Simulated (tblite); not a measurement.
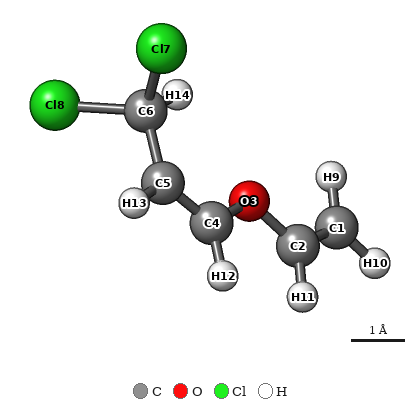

Figure 1. The structure as given in the input (ball-and-stick view, seen at a tilt; atoms are numbered from 1 in the order of the input).

# C$_{5}$H$_{6}$Cl$_{2}$O: molecular dynamics (part 1 of 2)

System: C$_{5}$H$_{6}$Cl$_{2}$O.
Method: GFN2-xTB Langevin dynamics, gas phase (tblite 0.8.0).

The input
```
{"job": {"kind": "md", "xc": "GFN2-xTB", "basis": "xTB", "temperature": 400, "steps": 2000, "every": 50}, "charge": 0, "multiplicity": 1}
C      2.823209     0.795471     0.353910
C      1.950191    -0.135093     0.007931
O      0.608428     0.094986     0.049395
C     -0.226526    -0.894546    -0.315403
C     -1.552715    -0.760364    -0.307840
C     -2.232239     0.487379     0.102067
Cl    -3.304710     0.183463     1.500653
Cl    -3.222710     1.127845    -1.241961
H      2.502039     1.767549     0.680859
H      3.877186     0.600450     0.314658
H      2.248628    -1.124108    -0.325686
H      0.234382    -1.828273    -0.623249
H     -2.176409    -1.584126    -0.609925
H     -1.529430     1.268895     0.392426
```

The first line tells a small driver script what to run in tblite; the rest is the geometry in Å.

Run as:
```bash
OMP_NUM_THREADS=1 python <driver script> task.json out
```

What the program printed
```
t/fs     T/K      E/eV
    0.0   309.9   -731.26780
   25.0   231.0   -730.91287
   50.0   316.8   -730.86116
   75.0   319.5   -730.75811
  100.0   310.0   -730.71671
  125.0   309.0   -730.75921
  150.0   325.0   -730.84392
  175.0   321.4   -730.74247
  200.0   261.4   -730.69402
  225.0   361.4   -730.81233
  250.0   311.6   -730.82517
  275.0   218.4   -730.64234
  300.0   392.2   -730.96571
  325.0   317.3   -730.68666
  350.0   452.8   -730.67943
  375.0   475.2   -730.82333
  400.0   423.0   -730.52705
  425.0   505.5   -730.76894
  450.0   507.9   -730.60402
  475.0   365.1   -730.39068
  500.0   368.8   -730.46970
  525.0   430.5   -730.41273
  550.0   390.9   -730.68453
  575.0   328.4   -730.73148
  600.0   349.3   -730.88885
  625.0   197.3   -730.75390
  650.0   252.8   -730.88985
  675.0   367.1   -730.92216
  700.0   316.1   -730.70659
  725.0   300.1   -730.86460
  750.0   310.3   -730.82883
  775.0   311.9   -730.84728
  800.0   386.5   -730.91930
  825.0   339.2   -730.76517
  850.0   358.4   -730.68230
  875.0   495.7   -730.84443
  900.0   474.2   -730.62462
  925.0   435.6   -730.66153
  950.0   405.6   -730.71460
  975.0   335.4   -730.51314
 1000.0   396.3   -730.67615
```

Trajectory as extended XYZ (Å, eV, eV/Å), 33 of the 41 frames kept, from step=0 to step=40
```
14
Properties=species:S:1:pos:R:3:forces:R:3 step=0 time_fs=0.0 energy=-731.26780 temperature=309.9
C     2.8232    0.7955    0.3539    0.0020   0.0043  -0.0014
C     1.9502   -0.1351    0.0079    0.0010  -0.0002  -0.0024
O     0.6084    0.0950    0.0494   -0.0014   0.0050   0.0042
C    -0.2265   -0.8945   -0.3154    0.0008   0.0019   0.0009
C    -1.5527   -0.7604   -0.3078    0.0003   0.0011   0.0025
C    -2.2322    0.4874    0.1021   -0.0034   0.0028   0.0021
Cl   -3.3047    0.1835    1.5007    0.0018  -0.0006  -0.0022
Cl   -3.2227    1.1278   -1.2420   -0.0010   0.0014  -0.0007
H     2.5020    1.7675    0.6809   -0.0002  -0.0021  -0.0006
H     3.8772    0.6004    0.3147   -0.0013  -0.0006   0.0027
H     2.2486   -1.1241   -0.3257    0.0003  -0.0024  -0.0005
H     0.2344   -1.8283   -0.6232    0.0008  -0.0069  -0.0035
H    -2.1764   -1.5841   -0.6099   -0.0001  -0.0015   0.0003
H    -1.5294    1.2689    0.3924    0.0004  -0.0022  -0.0015
14
Properties=species:S:1:pos:R:3:forces:R:3 step=1 time_fs=25.0 energy=-730.91287 temperature=231.0
C     2.8114    0.7769    0.1660   -0.3936  -1.6227   0.3724
C     1.8813   -0.1699    0.0024    1.5922   0.7548   0.6529
O     0.5844    0.2150    0.0411   -0.3071  -1.1431  -0.4261
C    -0.2216   -0.8331   -0.2336   -0.3291   0.4495   0.2083
C    -1.5416   -0.7913   -0.2662   -0.9252   0.6541   0.7890
C    -2.2925    0.4468    0.1603    1.2814   0.2106  -0.3039
Cl   -3.3819    0.1682    1.4788   -0.5323  -0.4537   0.7111
Cl   -3.2331    1.1570   -1.1664   -0.0358   0.0990  -0.3880
H     2.4591    1.7197    0.4417   -0.2012   1.3270  -0.1001
H     3.8456    0.5678    0.3021    0.2913  -0.1406  -0.2551
H     2.0947   -1.2513   -0.0529   -0.0403   0.7048  -0.2902
H     0.2763   -1.7637   -0.3959    0.1830  -0.5119  -0.2937
H    -2.0801   -1.7084   -0.4059   -0.2462   0.0436  -0.1989
H    -1.5718    1.2151    0.5329   -0.3370  -0.3714  -0.4777
14
Properties=species:S:1:pos:R:3:forces:R:3 step=2 time_fs=50.0 energy=-730.86116 temperature=316.8
C     2.8157    0.8712    0.1241   -0.4130   1.9193  -1.0511
C     1.8906   -0.0564    0.0620   -1.3759  -1.6283  -0.3009
O     0.5086    0.1345   -0.0286    0.5648   0.2775   0.3772
C    -0.3313   -0.9136   -0.2574   -0.7526   1.5286   0.4644
C    -1.6767   -0.8196   -0.1448    0.3101  -0.2311  -1.3642
C    -2.3174    0.4937    0.1868   -0.3405  -1.1531   0.2505
Cl   -3.4894    0.1769    1.5434    0.3355   0.2656  -0.2268
Cl   -3.2521    1.2353   -1.1476    0.2983  -0.2133   0.1264
H     2.6326    1.9667   -0.0381   -0.0972  -1.2994   0.5401
H     3.8300    0.5961   -0.0063    0.5579  -0.2402   0.3905
H     2.1678   -1.1353    0.0647   -0.1445   0.7092   0.0781
H     0.1568   -1.7901   -0.5490    0.4629  -1.3820  -0.3081
H    -2.2992   -1.6618   -0.5555    0.6737   1.0375   0.8284
H    -1.5397    1.1721    0.5071   -0.0797   0.4098   0.1954
14
Properties=species:S:1:pos:R:3:forces:R:3 step=4 time_fs=100.0 energy=-730.71671 temperature=310.0
C     2.6033    0.9758   -0.0322    0.6271  -1.1736  -0.5394
C     1.8259   -0.1198   -0.0006   -0.0256   3.7935   0.1787
O     0.4642    0.2456   -0.0016    1.5480  -0.6732   0.0580
C    -0.3091   -0.7628   -0.3661   -0.0393  -1.7955  -0.1491
C    -1.6193   -0.7840   -0.1278    0.8473   1.4837   0.4556
C    -2.2855    0.4535    0.3628   -0.3509  -0.1411   0.0047
Cl   -3.5271    0.1233    1.6241    0.4080  -0.0352  -0.0226
Cl   -3.1518    1.1937   -0.9897   -0.3721   0.2360  -0.6105
H     2.0875    1.8975   -0.1169   -0.2363   0.6152  -0.0265
H     3.6865    1.0483   -0.1703   -0.6324  -0.4876   0.4442
H     2.1240   -1.1116    0.1526    0.0834  -1.0332  -0.0790
H     0.2724   -1.6413   -0.7842   -1.0848   0.7472   0.3882
H    -2.2104   -1.6034   -0.3419   -0.9475  -1.2285  -0.4932
H    -1.6168    1.2519    0.6815    0.1751  -0.3077   0.3911
14
Properties=species:S:1:pos:R:3:forces:R:3 step=5 time_fs=125.0 energy=-730.75921 temperature=309.0
C     2.7242    1.0266   -0.0805   -1.1688  -0.0956   0.3381
C     1.7809    0.0532   -0.0178    0.5081   1.7900  -0.0921
O     0.3926    0.1788   -0.0388    1.5732   0.9542   0.0684
C    -0.3586   -0.9059   -0.2811    2.1115  -0.1627  -0.2048
C    -1.6303   -0.8787   -0.0036   -1.5321   0.7406  -0.1289
C    -2.2418    0.3819    0.4546    0.1365   1.6066  -0.0838
Cl   -3.4561    0.0238    1.6272   -0.6399  -0.0645   0.6852
Cl   -3.0580    1.1500   -0.9962    0.0088  -0.0358   0.0590
H     2.5397    2.1114   -0.1447   -0.2906  -0.8946  -0.0435
H     3.7856    0.8083    0.0479   -0.6490  -0.2876  -0.1807
H     2.1193   -0.9404    0.0894    0.2567  -1.0820   0.0188
H     0.2073   -1.7485   -0.6442   -0.1846  -0.4394  -0.1462
H    -2.3757   -1.5650   -0.3438    0.1665  -0.6415   0.1281
H    -1.6140    1.2466    0.8511   -0.2962  -1.3878  -0.4176
14
Properties=species:S:1:pos:R:3:forces:R:3 step=6 time_fs=150.0 energy=-730.84392 temperature=325.0
C     2.6296    1.0236   -0.0961    1.1750   1.2827   0.8085
C     1.7871    0.0375    0.0288    0.1170  -1.6124  -0.8267
O     0.4540    0.1633   -0.1265    0.0349   0.7666   0.0193
C    -0.2706   -0.9392   -0.2703    1.0045  -0.8833  -0.3977
C    -1.5553   -0.9592   -0.0526   -2.9382  -1.1473   1.1706
C    -2.2715    0.2436    0.3936    0.5709   1.8388   0.9910
Cl   -3.4290   -0.0196    1.7457    0.0246  -0.2285  -0.5485
Cl   -3.0350    1.1079   -0.9867   -0.1894  -0.2717   0.1485
H     2.3520    2.0584   -0.1304   -0.3688   0.1056  -0.1983
H     3.6753    0.8940    0.1349   -0.0487  -0.2614  -0.2923
H     2.1606   -1.0008    0.0328   -0.2173   0.3533   0.2904
H     0.2060   -1.8469   -0.6249    0.3664  -0.0150   0.1460
H    -2.1705   -1.8943    0.0374    0.8765   0.9368  -0.6900
H    -1.5806    1.0305    0.8415   -0.4074  -0.8641  -0.6206
14
Properties=species:S:1:pos:R:3:forces:R:3 step=8 time_fs=200.0 energy=-730.69402 temperature=261.4
C     2.6933    1.0286   -0.0237   -1.5007   0.1816   1.0553
C     1.8207   -0.0099    0.0425    2.1249   1.7561  -0.7325
O     0.5215    0.0198   -0.2883   -0.1380   0.1956   0.2904
C    -0.1732   -1.1285   -0.1923   -2.7920   0.7449  -0.1837
C    -1.5232   -1.0602    0.0068    2.8139   1.6551   0.1690
C    -2.1588    0.2375    0.4186    1.3671  -0.7440   0.1022
Cl   -3.2547   -0.1333    1.7098   -0.7533   0.0512   0.7579
Cl   -3.0011    0.9379   -0.9455   -0.2213   0.4859  -0.3508
H     2.3044    2.0695   -0.0664    0.4443  -0.9841  -0.3157
H     3.7237    0.9220    0.3289   -0.6815  -0.0997  -0.4409
H     2.2472   -0.9624    0.1769    0.3012  -1.2767   0.2812
H     0.2094   -2.0810   -0.4613    0.9037  -0.4405  -0.0139
H    -2.0584   -1.9331    0.0692   -1.2055  -1.5481  -0.0901
H    -1.3570    0.8954    0.8334   -0.6628   0.0229  -0.5284
14
Properties=species:S:1:pos:R:3:forces:R:3 step=9 time_fs=225.0 energy=-730.81233 temperature=361.4
C     2.6611    0.9264   -0.0244    2.3303   0.4978   0.2227
C     1.8748   -0.1143   -0.0471   -0.6343   0.1709  -0.2075
O     0.5259   -0.0318   -0.3103    0.8679  -1.1112   0.1064
C    -0.1356   -1.2325   -0.2937   -0.7158   0.9022   0.0879
C    -1.4340   -1.1794   -0.0109   -1.9861  -1.3985  -0.5069
C    -2.0598    0.1389    0.3302    0.2714  -0.9791   0.1377
Cl   -3.2190   -0.1072    1.6535    0.0912   0.0936   0.2695
Cl   -2.9613    0.8992   -0.9886    0.1510   0.0524  -0.2827
H     2.3653    1.9084   -0.2433   -0.6614   0.8918  -0.1922
H     3.7651    0.8841    0.1782   -1.3885  -0.4159  -0.1442
H     2.2608   -1.0745    0.1633    0.1690  -1.0049   0.1622
H     0.3469   -2.1679   -0.5083    0.4542   0.0540  -0.0486
H    -2.1435   -2.0896   -0.0865    1.4382   1.5381   0.1767
H    -1.2060    0.7435    0.6261   -0.3869   0.7087   0.2189
14
Properties=species:S:1:pos:R:3:forces:R:3 step=10 time_fs=250.0 energy=-730.82517 temperature=311.6
C     2.6664    0.8289   -0.0563   -2.3276  -0.4304  -0.2264
C     1.9895   -0.3010   -0.1174   -0.5979  -0.4555   0.3314
O     0.6338   -0.1876   -0.2485   -0.1179  -0.7642   0.0928
C    -0.1288   -1.3047   -0.2883    0.0432  -0.1789   0.2705
C    -1.4480   -1.2158   -0.1044   -0.4853  -0.1142   0.0852
C    -2.0906    0.0766    0.3065    1.1209  -0.5113  -0.1340
Cl   -3.2500   -0.0446    1.6395   -0.0011  -0.2638   0.0449
Cl   -2.8871    0.8399   -1.0660   -0.1130   0.2833  -0.2798
H     2.1992    1.7795   -0.1167   -0.6594   0.3404  -0.1560
H     3.6550    0.8877    0.0140    3.7033  -0.1516   0.3609
H     2.3292   -1.3485    0.0285    0.1691   0.9185  -0.2983
H     0.3396   -2.3070   -0.3846   -0.0754   0.8715  -0.2786
H    -2.0565   -2.0723   -0.3239   -0.1815  -0.1083   0.2594
H    -1.2274    0.6605    0.6550   -0.4773   0.5645  -0.0720
14
Properties=species:S:1:pos:R:3:forces:R:3 step=11 time_fs=275.0 energy=-730.64234 temperature=218.4
C     2.7350    0.7911   -0.1185    0.9743  -1.5345   0.2872
C     2.0179   -0.3595   -0.2291    1.8586   1.2711  -0.2078
O     0.7019   -0.3558   -0.1669   -2.5135   0.0400   0.2144
C    -0.1656   -1.4099   -0.3033   -0.6862   0.6252  -0.4558
C    -1.5065   -1.2765   -0.0254    2.5459   1.9880  -0.2032
C    -2.0934    0.0692    0.3270   -0.5489  -1.3148  -0.1433
Cl   -3.3316    0.0234    1.6570    0.4991  -0.1266  -0.6656
Cl   -2.8871    0.8137   -1.1710    0.5367  -0.3892   0.9017
H     2.3578    1.7939    0.0354   -0.2365  -0.5271  -0.0383
H     3.8594    0.6997   -0.0389   -1.5573   0.1063  -0.3675
H     2.4939   -1.3119   -0.4365    0.1594  -0.0477   0.1299
H     0.1933   -2.3006   -0.8565   -0.0060   0.3847   0.8585
H    -2.0870   -2.1145   -0.1297   -1.3560  -1.4518  -0.2991
H    -1.2798    0.6531    0.6896    0.3303   0.9762  -0.0111
14
Properties=species:S:1:pos:R:3:forces:R:3 step=12 time_fs=300.0 energy=-730.96571 temperature=392.2
C     2.7406    0.6513   -0.1881    0.4263  -0.8392  -0.7190
C     1.9895   -0.4596   -0.3573    0.3739   1.6592   0.3652
O     0.6507   -0.3053   -0.2113   -0.9775  -0.0842   0.1110
C    -0.1997   -1.3654   -0.2156   -0.5871   0.5611   0.8248
C    -1.5171   -1.2078    0.0837    0.6026  -1.7572  -0.7343
C    -2.1053    0.1192    0.3014    0.2502   0.3012   0.2885
Cl   -3.2935    0.0726    1.6110   -0.1573  -0.0445   0.2762
Cl   -2.8952    0.7626   -1.1371   -0.4007   0.0623  -0.6927
H     2.2636    1.6032    0.0542    0.1800  -0.5755  -0.1490
H     3.8288    0.6967   -0.4279   -1.2221  -0.2877   0.4779
H     2.2752   -1.4737   -0.5604    0.6015  -0.1314  -0.1644
H     0.2750   -2.3350   -0.3100   -0.1963  -0.0981  -0.2022
H    -2.1972   -2.1206    0.0477    0.9872   1.4471   0.0976
H    -1.3593    0.8842    0.5379    0.1193  -0.2130   0.2205
14
Properties=species:S:1:pos:R:3:forces:R:3 step=14 time_fs=350.0 energy=-730.67943 temperature=452.8
C     2.9515    0.3793   -0.4807    1.8573   1.2053   0.1086
C     2.0307   -0.5501   -0.4955   -1.9525  -1.1498   0.3442
O     0.6687   -0.2717   -0.2588    0.1696   0.4299   0.2699
C    -0.2028   -1.2914    0.0105    0.3000   0.8391  -0.6148
C    -1.4899   -1.1517    0.3810    2.0672   1.3000  -0.7941
C    -2.1055    0.1712    0.4409   -0.2617   1.0774  -0.6265
Cl   -3.2439    0.1905    1.7420   -0.5014   0.3122   0.5125
Cl   -2.9981    0.5618   -1.1435   -0.1640  -0.4405   0.0618
H     2.7558    1.4325   -0.2159   -0.2675  -0.8164  -0.3456
H     4.0557    0.2344   -0.6823   -1.6828  -0.3169   0.2214
H     2.1332   -1.6418   -0.6231    0.5923   0.6040  -0.2122
H     0.2321   -2.2107   -0.2931    0.0672  -1.2079   0.4208
H    -2.0929   -1.9464    0.6804   -0.5801  -1.1510  -0.0023
H    -1.4987    1.0906    0.4166    0.3566  -0.6852   0.6564
14
Properties=species:S:1:pos:R:3:forces:R:3 step=15 time_fs=375.0 energy=-730.82333 temperature=475.2
C     2.9513    0.2894   -0.6504    0.2666  -1.5209  -0.6885
C     1.9851   -0.6730   -0.5976    2.1451   2.5388   0.2903
O     0.7353   -0.2817   -0.2671    0.6610   0.5340  -0.3604
C    -0.0909   -1.2695   -0.0157   -1.2598  -0.6899   0.9999
C    -1.3565   -1.0297    0.3797    0.3148  -0.9546  -0.2258
C    -2.0957    0.2591    0.4269    0.2193  -0.3872   0.4656
Cl   -3.1921    0.2510    1.9090    0.4924   0.1119  -0.7827
Cl   -3.0447    0.3465   -1.0588   -0.4051   0.2015  -0.1269
H     2.6895    1.3308   -0.4703    0.0925  -0.5185  -0.1672
H     4.0199    0.0785   -0.9894   -1.8095   0.1924   0.6889
H     2.1191   -1.7376   -0.6389    0.4172  -0.1922  -0.3570
H     0.3986   -2.2838   -0.0153   -1.0288   0.7715  -0.0436
H    -1.9727   -1.9062    0.5122   -0.0931   0.0372   0.1694
H    -1.4758    1.1567    0.4667   -0.0127  -0.1238   0.1378
14
Properties=species:S:1:pos:R:3:forces:R:3 step=16 time_fs=400.0 energy=-730.52705 temperature=423.0
C     3.0834    0.2949   -0.8642   -5.7592  -2.4128   1.4881
C     2.1056   -0.6351   -0.5425    1.0820   2.6920  -0.6805
O     0.7855   -0.2980   -0.3442    0.4395   1.1780   0.1384
C    -0.0996   -1.2073    0.0857    1.5217  -1.4086  -0.4633
C    -1.3630   -1.0517    0.4409   -1.1105  -2.3811   0.3846
C    -2.0775    0.2185    0.5329   -0.1794  -0.2354  -0.4266
Cl   -3.0213    0.3362    2.0312   -0.1950  -0.0220  -0.3208
Cl   -3.0823    0.2305   -1.0016   -0.0834   0.4764   0.6010
H     2.9091    1.3102   -0.9114   -0.5925   1.5769  -0.0990
H     4.0059   -0.0239   -0.9617    4.0171  -1.4712  -0.5545
H     2.3082   -1.6781   -0.4785    0.2746  -0.6152   0.0619
H     0.3739   -2.2099    0.0754   -0.6514   0.1463   0.0598
H    -1.9898   -2.0438    0.5440    1.2432   2.1087   0.1102
H    -1.3873    1.0512    0.5395   -0.0067   0.3681  -0.2991
14
Properties=species:S:1:pos:R:3:forces:R:3 step=18 time_fs=450.0 energy=-730.60402 temperature=507.9
C     3.0187    0.2915   -1.0670    2.2178   2.0504  -2.9868
C     2.2141   -0.3700   -0.3310   -0.3072  -2.6974   2.3662
O     0.8817   -0.1667   -0.2718    0.0051  -0.0601   0.4414
C     0.1897   -1.1974    0.2128   -2.2528  -0.6193   0.4715
C    -1.1188   -1.0974    0.6140    3.5419   2.0560  -1.2431
C    -1.8356    0.1719    0.6180   -1.1049  -0.1533   0.1653
Cl   -2.8088    0.3735    2.0972    0.0402  -0.0870   0.4765
Cl   -3.1349    0.0921   -0.6833    0.6487   0.3528  -0.0383
H     2.7816    1.0416   -1.8490   -0.2672  -0.4736   0.9799
H     4.0616    0.0394   -1.0886    0.1796  -0.0169   0.2062
H     2.6648   -1.2298    0.3325   -1.0771   1.4871  -0.9534
H     0.6890   -2.1792    0.2139   -0.2586   0.4545   0.0677
H    -1.6821   -1.9146    0.7557   -1.5078  -2.7000   0.7630
H    -1.2063    1.0425    0.6142    0.1425   0.4067  -0.7162
14
Properties=species:S:1:pos:R:3:forces:R:3 step=19 time_fs=475.0 energy=-730.39068 temperature=365.1
C     3.1162    0.3249   -1.1216   -1.1592   0.1691   0.2460
C     2.3111   -0.2552   -0.2798   -1.1206  -1.7856   1.7056
O     0.9311   -0.1979   -0.2118   -0.0475  -0.2847  -0.4886
C     0.1820   -1.2174    0.3032    1.2164  -1.4613   1.0267
C    -1.0849   -1.0971    0.7111   -0.4281  -2.2950   0.3675
C    -1.8401    0.1386    0.5569    1.3288   0.8441   1.2558
Cl   -2.7273    0.3557    2.0928    0.0525   0.4952   0.8362
Cl   -3.0681    0.0753   -0.5930   -1.0257   0.0388  -1.8826
H     2.8033    0.9360   -1.8808   -0.8853   1.2747  -1.6346
H     4.1001    0.4046   -0.8771    2.4514  -0.3420   0.3205
H     2.7603   -0.9283    0.4648   -0.2997   0.2417   0.0547
H     0.7108   -2.2196    0.5550   -0.5659   1.6727  -0.6624
H    -1.6895   -1.9902    1.1775    1.4814   1.6276  -1.0912
H    -1.0823    0.9583    0.4134   -0.9985  -0.1954  -0.0536
14
Properties=species:S:1:pos:R:3:forces:R:3 step=20 time_fs=500.0 energy=-730.46970 temperature=368.8
C     2.9964    0.3779   -1.0498    0.0633   0.0763  -0.6681
C     2.2929   -0.2455   -0.0866    2.0179   1.2729  -2.0556
O     0.9665   -0.2195   -0.2046   -1.3235  -0.8325   1.1902
C     0.3013   -1.2345    0.4554    2.0663   0.0700  -1.0561
C    -0.9633   -1.1054    0.7202   -3.9080  -1.4666   1.5710
C    -1.8367    0.1380    0.6687    1.2916  -0.3089  -1.7573
Cl   -2.6478    0.3956    2.1820    0.0151   0.1277  -0.0046
Cl   -3.0992    0.0203   -0.7155    0.6272  -0.1073   0.8219
H     2.3401    0.9353   -1.7893    1.2780  -0.8572   0.7043
H     4.1202    0.3014   -1.2372   -1.9875   0.3984   0.6618
H     2.7496   -0.6894    0.7545    0.2574  -0.7576   0.6904
H     0.8680   -2.1917    0.6405   -0.5688   1.1418  -0.2310
H    -1.5121   -2.0504    1.1210    0.9128   1.7321  -0.5730
H    -1.1866    0.9906    0.3133   -0.7419  -0.4891   0.7061
```
